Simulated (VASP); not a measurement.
Band structure of AgCl (rock salt). Calculation: revPBE GGA, VASP's PBE PAW potentials (set 64) (plane waves; VASP).

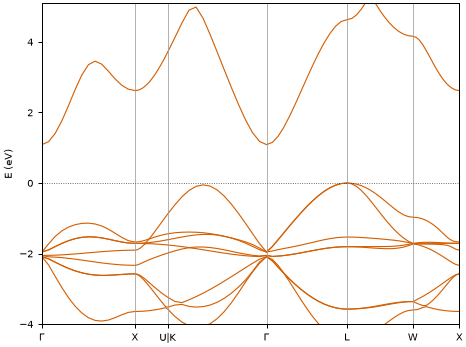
*Bands along high-symmetry lines, zero at the valence-band maximum or, without a gap, the Fermi level*

Task: Read the plot: is there a gap, and where are the band edges?

Result: The gap is indirect, 1.09 eV, from the valence maximum at L to the conduction minimum at Γ. (Edges off the drawn lines would not show.)

The compound is AgCl in the rock salt structure. It was relaxed first, which changed the volume by +9 %.
